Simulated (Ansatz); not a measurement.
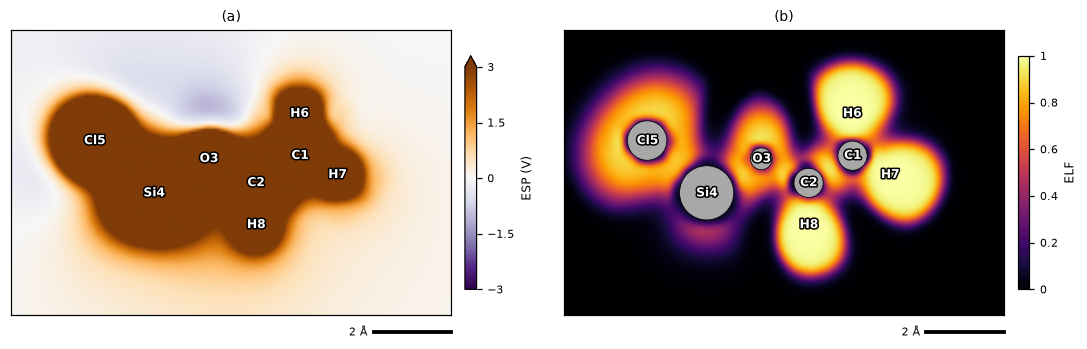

The picture shows: C2H5ClOSi (SMILES C=CO[SiH2]Cl). (a) electrostatic potential; (b) ELF on the plane of atoms C1, C2 and O3. Grey discs cover the atomic cores in the ELF map.

Not at a stationary point (largest force 1.0 eV/Å).

Computed with SCF PBE, Gaussian basis in Ansatz.

The calculation's input:

```
crystal:
  periodic: [false, false, false]
  atoms:
    - { symbol: C, position_ang: [-2.0479, 0.3871, 0.4781] }
    - { symbol: C, position_ang: [-0.9077, 0.049, -0.1275] }
    - { symbol: O, position_ang: [0.2968, 0.1552, 0.5156] }
    - { symbol: Si, position_ang: [1.7145, -0.2668, -0.2418] }
    - { symbol: Cl, position_ang: [3.2214, 0.0603, 1.1008] }
    - { symbol: H, position_ang: [-2.0489, 0.7559, 1.4989] }
    - { symbol: H, position_ang: [-3.0004, 0.3021, -0.0333] }
    - { symbol: H, position_ang: [-0.8914, -0.3205, -1.1459] }
    - { symbol: H, position_ang: [1.7119, -1.7061, -0.6089] }
    - { symbol: H, position_ang: [1.9517, 0.584, -1.436] }
basis:
  gaussian:
    orbitals: cc-pVDZ
hamiltonian:
  xc: pbe
output:
  orbitals: {}
  forces: true
```

Command:

```sh
python c2h5closi_methods.py
```

What does the map show?

The section cuts through C, O, Si, Cl and H sites.
C–C (1.33 Å): the ELF peaks at about 0.95 between the atoms; a short, multiple covalent bond.
C–O (1.37 Å): the ELF peaks at about 0.90 between the atoms: a polar covalent bond.
Si–O (1.66 Å): the ELF peaks at about 0.85 between the atoms, as expected for a polar covalent bond.
Si–Cl (2.04 Å): the ELF peaks at about 0.85 between the atoms: a shared but strongly polarised pair.
C–H (1.08 Å): the ELF climbs to about 1 towards the hydrogen, as it does in any bond to H: an ordinary covalent bond to hydrogen.
The ELF also peaks beside Cl5 and O3, away from the bonds: lone-pair regions.
Outside the dense part of the molecule the potential is most negative (−1.1 V) near O3.
